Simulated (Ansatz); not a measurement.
**A computed series for AlV2C: pressure series**

Base system: AlV2C (space group P6_3/mmc, No. 194; a = 2.905 Å, c = 13.134 Å).

Cell and atoms are relaxed at each pressure.

Levels (all Ansatz, a first-principles code, PAW, earlier PAW set): PBE (420 eV, no SOC); r2SCAN (500 eV, without spin-orbit coupling).

The base cell above is that of PBE; each level relaxes its own structures.

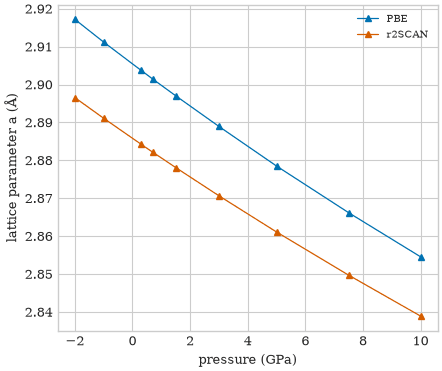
Figure: Lattice parameter a under two levels

**Question.** How do the two levels compare along the series?

**Answer.** PBE lies above r2SCAN in every row, by 1.6 pm to 2.1 pm. They put the cases in the same order.

Load acts through the strain it causes; cell and atoms are relaxed under it. Whether these cells are dynamically stable was not tested. Competing high-pressure phases were not computed. Starting moments died away, wholly or in part, for the base; another magnetic solution may exist. All final runs are without spin polarisation.
